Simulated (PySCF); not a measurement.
## Run report: C$_{2}$H$_{5}$BrS$_{2}$Si, geometry relaxation

The run: geometry relaxation of C$_{2}$H$_{5}$BrS$_{2}$Si, SMILES Br[SiH]1SCCS1. Method and program: PBE0-D3(BJ)/def2-SVP geometry optimisation, gas phase (PySCF 2.14.0).

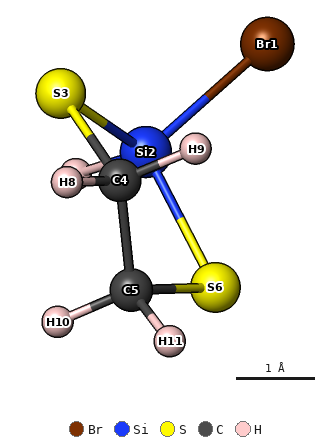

The input geometry (ball-and-stick view, seen at an oblique angle; atoms are numbered from 1 in the order of the input). Bond lengths as drawn: Br–Si 2.23 Å, C–C 1.52 Å, C–H 1.07 to 1.11 Å, C–S 1.78 to 1.82 Å, H–Si 1.45 Å and S–Si 2.13 to 2.15 Å.

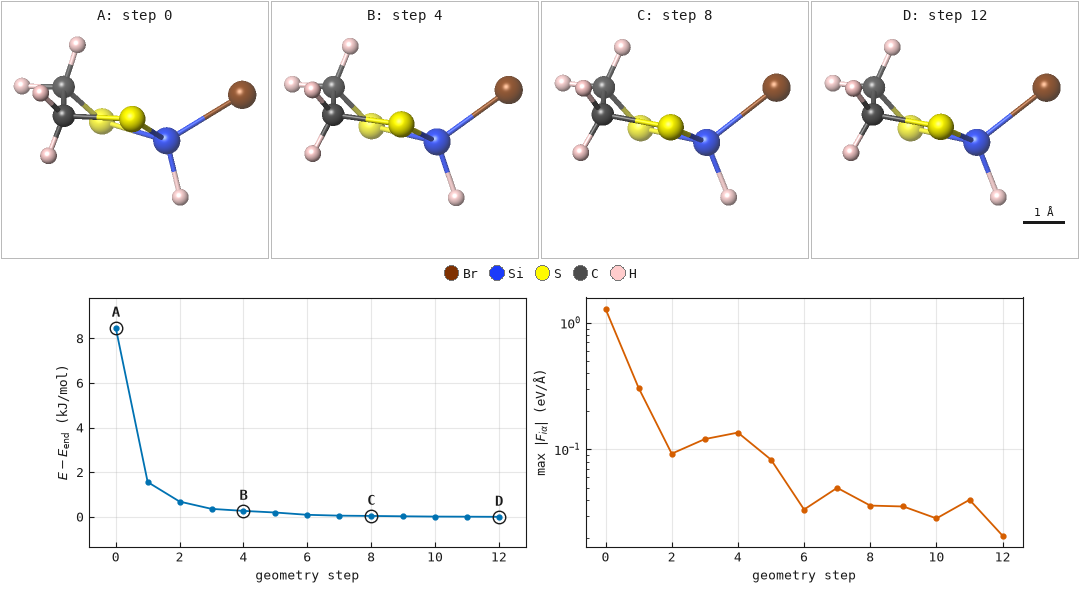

Frames of the relaxation (ball-and-stick view, seen at a tilt) above the curves, on which the letters mark them (steps are counted from 0).

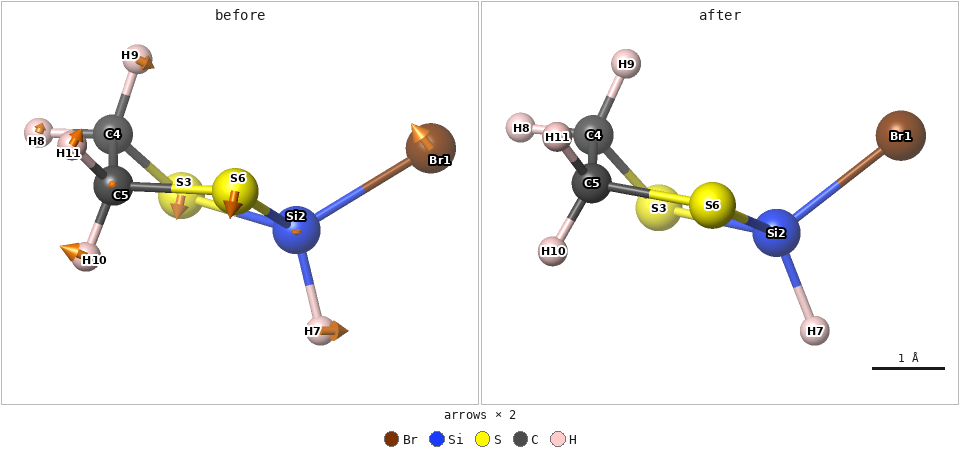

Before (left) and after (right) the relaxation, at one scale (ball-and-stick view, seen at a tilt). The orange arrows give the displacements, magnified 2 times. The largest moves after the best rigid fit, 0.23 Å, are those of Br1 and H7. By element the largest moves are Br 0.23 Å, H 0.23 Å, S 0.20 Å, C 0.04 Å, Si 0.04 Å. Among the contacts that change: S3–C4 1.784 → 1.833 Å, Si2–H7 1.450 → 1.484 Å, C5–H10 1.071 → 1.100 Å, Si2–S3 2.152 → 2.133 Å. Among the angles that change: C4–C5–S6 109.5° → 111.9°, S6–Si2–H7 113.6° → 115.8°. After 12 geometry steps the energy has fallen by 8.48 kJ/mol. Largest force component: 1.3 eV/Å at the start, 0.021 eV/Å at the end. (Atoms are counted from 1 in the order of the input.)

The input that produced these results follows, with the program's output.

### The input
```
{"job": {"xc": "PBE0", "basis": "def2-SVP", "d3": "d3bj", "grid": 1, "shake": 0.01, "kind": "geom"}, "charge": 0, "multiplicity": 1}
Br     3.304340    -0.001750     1.330360
Si     1.727360    -0.053600    -0.248010
S      0.395350     1.635990    -0.231940
C     -0.999180     0.708600     0.383050
C     -1.122000    -0.663310    -0.268770
S      0.360330    -1.647730     0.106700
H      2.410140    -0.147540    -1.524160
H     -1.891050     1.311690     0.129610
H     -0.952420     0.631920     1.490690
H     -1.220550    -0.580440    -1.331600
H     -1.974190    -1.219660     0.148400
```

The first line tells a small driver script what to run in PySCF; the rest is the geometry in Å.

Launch command:
```bash
OMP_NUM_THREADS=1 python <driver script> task.json out
```

### What the program printed
```
step   0  E = -3737.87582636  max force = 0.025049
step   1  E = -3737.87846172  max force = 0.005950
step   2  E = -3737.87879507  max force = 0.001798
step   3  E = -3737.87891973  max force = 0.002345
step   4  E = -3737.87895409  max force = 0.002639
step   5  E = -3737.87898206  max force = 0.001614
step   6  E = -3737.87902109  max force = 0.000651
step   7  E = -3737.87903551  max force = 0.000966
step   8  E = -3737.87904047  max force = 0.000700
step   9  E = -3737.87904648  max force = 0.000688
step  10  E = -3737.87905121  max force = 0.000554
step  11  E = -3737.87905320  max force = 0.000777
step  12  E = -3737.87905563  max force = 0.000405
optimisation converged
```

### Trajectory as extended XYZ (Å, eV, eV/Å), 13 frames, from step=0 to step=12
```
11
Properties=species:S:1:pos:R:3:forces:R:3 step=0 energy=-101712.78201
Br    3.3043   -0.0018    1.3304   -0.0891  -0.0590  -0.1214
Si    1.7274   -0.0536   -0.2480   -0.2740   0.2489   0.5686
S     0.3953    1.6360   -0.2319    0.8370   0.2180  -0.3559
C    -0.9992    0.7086    0.3831   -1.1451  -0.3040   0.4130
C    -1.1220   -0.6633   -0.2688    0.2044   0.2780   1.2881
S     0.3603   -1.6477    0.1067    0.2207  -0.3906   0.0927
H     2.4101   -0.1475   -1.5242    0.4612   0.0206  -0.5379
H    -1.8910    1.3117    0.1296    0.0832  -0.0422   0.0740
H    -0.9524    0.6319    1.4907   -0.0146  -0.0846  -0.3467
H    -1.2206   -0.5804   -1.3316   -0.2495   0.1223  -1.0390
H    -1.9742   -1.2197    0.1484   -0.0343  -0.0073  -0.0355
11
Properties=species:S:1:pos:R:3:forces:R:3 step=1 energy=-101712.85372
Br    3.3669   -1.0291    0.9214    0.0135   0.0711   0.0366
Si    1.7874   -0.6942   -0.6191    0.0015  -0.0609   0.1122
S     0.6105    1.0807   -0.4263   -0.0813  -0.0853   0.0286
C    -0.8797    0.2221    0.2384    0.2575  -0.0060  -0.1831
C    -1.1360   -1.0697   -0.5051    0.0620  -0.0493  -0.3059
S     0.2982   -2.2071   -0.3565   -0.0694  -0.0078  -0.0680
H     2.5356   -0.6928   -1.9002   -0.0467   0.0230  -0.0445
H    -1.7081    0.9323    0.1160   -0.0820   0.0408  -0.0268
H    -0.7293    0.0267    1.3057   -0.0168   0.0179   0.1656
H    -1.3325   -0.8965   -1.5810   -0.0324   0.0540   0.2624
H    -1.9933   -1.6107   -0.0758   -0.0057   0.0024   0.0230
11
Properties=species:S:1:pos:R:3:forces:R:3 step=2 energy=-101712.86279
Br    3.3565   -1.0069    0.9462   -0.0196   0.0546   0.0047
Si    1.7869   -0.7026   -0.6127    0.0373  -0.0438   0.0514
S     0.6117    1.0717   -0.4352   -0.0356  -0.0312   0.0165
C    -0.8688    0.2152    0.2360    0.0925   0.0513   0.0018
C    -1.1349   -1.0716   -0.5121    0.0357  -0.0423  -0.0210
S     0.2928   -2.2174   -0.3808   -0.0373   0.0112  -0.0802
H     2.5340   -0.6912   -1.8953   -0.0132  -0.0078  -0.0084
H    -1.7012    0.9250    0.1133   -0.0119  -0.0092   0.0034
H    -0.7179    0.0256    1.3094   -0.0381   0.0087  -0.0041
H    -1.3478   -0.8769   -1.5742   -0.0165   0.0101   0.0208
H    -1.9918   -1.6096   -0.0769    0.0067  -0.0016   0.0152
11
Properties=species:S:1:pos:R:3:forces:R:3 step=3 energy=-101712.86618
Br    3.3316   -0.9664    0.9840   -0.0204   0.0279  -0.0043
Si    1.7897   -0.7050   -0.6079    0.0188  -0.0095  -0.0032
S     0.6077    1.0650   -0.4475    0.0066   0.0221   0.0008
C    -0.8606    0.2072    0.2340   -0.0259   0.0293   0.0381
C    -1.1329   -1.0766   -0.5194   -0.0073  -0.0059   0.1206
S     0.2933   -2.2249   -0.4213    0.0058   0.0153  -0.0605
H     2.5482   -0.6881   -1.8842    0.0150  -0.0219   0.0172
H    -1.6989    0.9124    0.1167    0.0169  -0.0182   0.0070
H    -0.7086    0.0198    1.3086   -0.0174  -0.0133  -0.0370
H    -1.3667   -0.8648   -1.5711   -0.0035  -0.0198  -0.0846
H    -1.9833   -1.6172   -0.0742    0.0112  -0.0058   0.0060
11
Properties=species:S:1:pos:R:3:forces:R:3 step=4 energy=-101712.86712
Br    3.2961   -0.9105    1.0280   -0.0027  -0.0048  -0.0027
Si    1.7937   -0.6950   -0.6051   -0.0158   0.0229  -0.0348
S     0.5950    1.0649   -0.4639    0.0269   0.0453  -0.0170
C    -0.8571    0.1962    0.2303   -0.0896  -0.0112   0.0455
C    -1.1305   -1.0868   -0.5261   -0.0333   0.0255   0.1357
S     0.3034   -2.2264   -0.4682    0.0396   0.0075  -0.0266
H     2.5765   -0.6770   -1.8665    0.0270  -0.0182   0.0266
H    -1.7039    0.8930    0.1234    0.0250  -0.0124   0.0054
H    -0.6982    0.0072    1.3039    0.0051  -0.0181  -0.0437
H    -1.3878   -0.8673   -1.5706    0.0065  -0.0318  -0.0899
H    -1.9677   -1.6368   -0.0676    0.0113  -0.0048   0.0015
11
Properties=species:S:1:pos:R:3:forces:R:3 step=5 energy=-101712.86788
Br    3.2636   -0.8580    1.0614    0.0160  -0.0256   0.0056
Si    1.7968   -0.6736   -0.6061   -0.0375   0.0384  -0.0357
S     0.5748    1.0719   -0.4812    0.0250   0.0336  -0.0268
C    -0.8596    0.1844    0.2264   -0.0830  -0.0379   0.0261
C    -1.1277   -1.1005   -0.5289   -0.0344   0.0343   0.0666
S     0.3219   -2.2219   -0.5076    0.0433  -0.0025   0.0057
H     2.6077   -0.6557   -1.8491    0.0206  -0.0013   0.0177
H    -1.7160    0.8707    0.1322    0.0157  -0.0020   0.0010
H    -0.6879   -0.0073    1.2970    0.0178  -0.0103  -0.0222
H    -1.4064   -0.8844   -1.5700    0.0094  -0.0239  -0.0394
H    -1.9478   -1.6640   -0.0564    0.0071  -0.0027   0.0014
11
Properties=species:S:1:pos:R:3:forces:R:3 step=6 energy=-101712.86894
Br    3.2477   -0.8257    1.0736    0.0140  -0.0158   0.0083
Si    1.7979   -0.6477   -0.6107   -0.0288   0.0285  -0.0103
S     0.5523    1.0825   -0.4946    0.0087  -0.0015  -0.0213
C    -0.8668    0.1744    0.2241   -0.0255  -0.0335  -0.0010
C    -1.1251   -1.1144   -0.5271   -0.0113   0.0184  -0.0273
S     0.3427   -2.2140   -0.5286    0.0188  -0.0105   0.0224
H     2.6291   -0.6264   -1.8395    0.0037   0.0161  -0.0006
H    -1.7311    0.8508    0.1404   -0.0017   0.0045  -0.0017
H    -0.6798   -0.0184    1.2912    0.0146   0.0005   0.0075
H    -1.4181   -0.9091   -1.5680    0.0049  -0.0041   0.0210
H    -1.9293   -1.6905   -0.0431    0.0025  -0.0027   0.0029
11
Properties=species:S:1:pos:R:3:forces:R:3 step=7 energy=-101712.86933
Br    3.2421   -0.8007    1.0763    0.0037  -0.0005   0.0002
Si    1.7974   -0.6252   -0.6148   -0.0027   0.0110   0.0064
S     0.5317    1.0899   -0.5053   -0.0036  -0.0163  -0.0109
C    -0.8734    0.1645    0.2231    0.0108  -0.0080  -0.0072
C    -1.1215   -1.1275   -0.5247    0.0080  -0.0035  -0.0497
S     0.3613   -2.2086   -0.5368   -0.0042  -0.0092   0.0216
H     2.6380   -0.5945   -1.8369   -0.0066   0.0193  -0.0084
H    -1.7447    0.8325    0.1461   -0.0101   0.0016   0.0004
H    -0.6738   -0.0260    1.2881    0.0041   0.0036   0.0141
H    -1.4239   -0.9298   -1.5645    0.0008   0.0063   0.0319
H    -1.9139   -1.7131   -0.0330   -0.0002  -0.0042   0.0017
11
Properties=species:S:1:pos:R:3:forces:R:3 step=8 energy=-101712.86947
Br    3.2406   -0.7607    1.0736   -0.0048   0.0153  -0.0117
Si    1.7963   -0.5958   -0.6207    0.0237  -0.0079   0.0153
S     0.5028    1.0973   -0.5179   -0.0163  -0.0182   0.0049
C    -0.8821    0.1497    0.2237    0.0326   0.0210  -0.0091
C    -1.1143   -1.1466   -0.5207    0.0213  -0.0224  -0.0360
S     0.3870   -2.2030   -0.5416   -0.0206  -0.0044   0.0144
H     2.6412   -0.5475   -1.8392   -0.0126   0.0136  -0.0117
H    -1.7637    0.8047    0.1534   -0.0122  -0.0050   0.0031
H    -0.6682   -0.0357    1.2869   -0.0061   0.0030   0.0113
H    -1.4276   -0.9563   -1.5583   -0.0027   0.0102   0.0206
H    -1.8925   -1.7447   -0.0215   -0.0024  -0.0052  -0.0010
11
Properties=species:S:1:pos:R:3:forces:R:3 step=9 energy=-101712.86963
Br    3.2508   -0.7221    1.0589   -0.0088   0.0273  -0.0214
Si    1.7949   -0.5715   -0.6272    0.0347  -0.0202   0.0140
S     0.4775    1.1018   -0.5244   -0.0228  -0.0101   0.0179
C    -0.8902    0.1365    0.2268    0.0354   0.0342  -0.0069
C    -1.1065   -1.1639   -0.5151    0.0224  -0.0283  -0.0052
S     0.4095   -2.1995   -0.5361   -0.0220   0.0033   0.0056
H     2.6327   -0.5057   -1.8499   -0.0124   0.0029  -0.0101
H    -1.7813    0.7792    0.1594   -0.0091  -0.0105   0.0043
H    -0.6679   -0.0431    1.2895   -0.0105   0.0003   0.0036
H    -1.4252   -0.9783   -1.5513   -0.0043   0.0065   0.0007
H    -1.8750   -1.7720   -0.0129   -0.0026  -0.0053  -0.0025
11
Properties=species:S:1:pos:R:3:forces:R:3 step=10 energy=-101712.86976
Br    3.2548   -0.7123    1.0540   -0.0062   0.0243  -0.0213
Si    1.7948   -0.5687   -0.6286    0.0285  -0.0202   0.0045
S     0.4733    1.1010   -0.5251   -0.0181   0.0039   0.0178
C    -0.8910    0.1341    0.2282    0.0205   0.0255   0.0010
C    -1.1045   -1.1671   -0.5138    0.0141  -0.0226   0.0231
S     0.4128   -2.2002   -0.5341   -0.0115   0.0093   0.0036
H     2.6281   -0.4986   -1.8541   -0.0090  -0.0029  -0.0065
H    -1.7841    0.7743    0.1605   -0.0025  -0.0131   0.0043
H    -0.6684   -0.0439    1.2914   -0.0099  -0.0015  -0.0056
H    -1.4242   -0.9804   -1.5490   -0.0042   0.0011  -0.0174
H    -1.8721   -1.7767   -0.0118   -0.0017  -0.0038  -0.0034
11
Properties=species:S:1:pos:R:3:forces:R:3 step=11 energy=-101712.86981
Br    3.2531   -0.7123    1.0556    0.0046   0.0167  -0.0168
Si    1.7954   -0.5721   -0.6277    0.0098  -0.0115  -0.0080
S     0.4759    1.0996   -0.5238   -0.0098   0.0137   0.0115
C    -0.8893    0.1352    0.2284   -0.0022   0.0021   0.0059
C    -1.1041   -1.1660   -0.5145   -0.0003  -0.0078   0.0400
S     0.4103   -2.2014   -0.5344    0.0086   0.0058   0.0031
H     2.6262   -0.5017   -1.8552   -0.0030  -0.0062   0.0000
H    -1.7827    0.7751    0.1600    0.0036  -0.0091   0.0031
H    -0.6688   -0.0431    1.2921   -0.0067  -0.0027  -0.0101
H    -1.4234   -0.9768   -1.5492   -0.0035  -0.0025  -0.0249
H    -1.8731   -1.7750   -0.0136   -0.0011   0.0015  -0.0038
11
Properties=species:S:1:pos:R:3:forces:R:3 step=12 energy=-101712.86988
Br    3.2517   -0.7114    1.0564    0.0127   0.0208  -0.0174
Si    1.7959   -0.5687   -0.6280   -0.0035  -0.0024  -0.0040
S     0.4741    1.1020   -0.5224   -0.0126  -0.0032   0.0122
C    -0.8903    0.1344    0.2283   -0.0019  -0.0075  -0.0054
C    -1.1026   -1.1674   -0.5144   -0.0047   0.0015   0.0108
S     0.4133   -2.1995   -0.5323    0.0133  -0.0099  -0.0001
H     2.6249   -0.4970   -1.8567    0.0012  -0.0053   0.0033
H    -1.7854    0.7714    0.1600   -0.0006   0.0032   0.0010
H    -0.6703   -0.0443    1.2917   -0.0027  -0.0017   0.0018
H    -1.4211   -0.9801   -1.5505   -0.0001  -0.0006   0.0000
H    -1.8708   -1.7779   -0.0143   -0.0012   0.0050  -0.0022
```

### Key numbers

| quantity | value |
| --- | --- |
| outcome | converged |
| total energy | −3737.879056 hartree |
| dipole moment | 2.61 D |
| point group | C1 |
| hardware | 1 CPU thread, shared host |
| wall time | 3.8 min |
| peak memory | 0.59 GiB |
